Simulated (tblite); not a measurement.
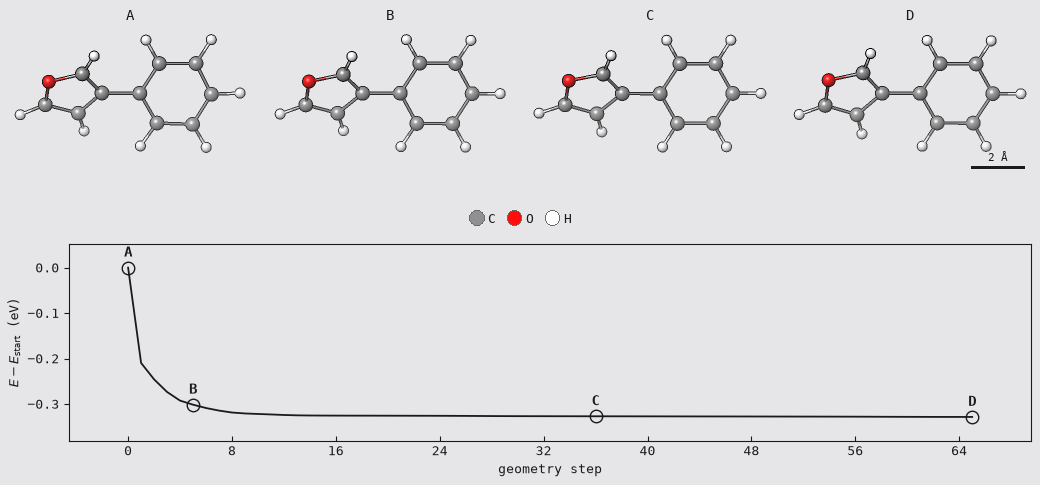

Frames of a relaxation of C10H8O, marked on the history of the run. Style: ball-and-stick. Shown at a tilt.

Method: tblite 0.8.0, GFN2-xTB geometry optimisation, gas phase. 

**What happens along the run?**

The atom that moves furthest after the best rigid fit is an H atom (0.20 Å). By element the largest moves are H 0.20 Å, C 0.12 Å, O 0.07 Å. Near-neighbour distances that change, for instance: C–C 1.406 → 1.357 Å, C–C 1.395 → 1.427 Å, C–O 1.311 → 1.344 Å, C–C 1.411 → 1.382 Å. Bond angles that change, for instance: O–C–H 129.1° → 117.1°, C–C–H 123.3° → 131.8°, O–C–H 123.4° → 117.3°. The energy falls by 0.328 eV in 65 geometry steps. The run took 0.6 s on 2 threads of Intel(R) Xeon(R) Platinum 8259CL CPU @ 2.50GHz, with other jobs on the host. From step 0 to 5: an H atom moves most (0.09 Å), energy −0.302 eV. From step 5 to 36: an H atom moves most (0.08 Å), energy −0.026 eV. From step 36 to 65: an H atom moves most (0.11 Å), energy −0.001 eV.

| step | E − E(0), eV |
| --- | --- |
| 0 | 0.0000 |
| 1 | -0.2097 |
| 2 | -0.2458 |
| 3 | -0.2736 |
| 4 | -0.2926 |
| 5 | -0.3015 |
| 6 | -0.3089 |
| 7 | -0.3145 |
| 8 | -0.3188 |
| 9 | -0.3208 |
| 10 | -0.3219 |
| 13 | -0.3250 |
| 16 | -0.3256 |
| 19 | -0.3257 |
| 22 | -0.3259 |
| 24 | -0.3260 |
| 27 | -0.3264 |
| 30 | -0.3268 |
| 33 | -0.3269 |
| 36 | -0.3270 |
| 39 | -0.3271 |
| 42 | -0.3273 |
| 45 | -0.3274 |
| 48 | -0.3275 |
| 51 | -0.3276 |
| 53 | -0.3277 |
| 56 | -0.3279 |
| 59 | -0.3282 |
| 62 | -0.3284 |
| 65 | -0.3285 |
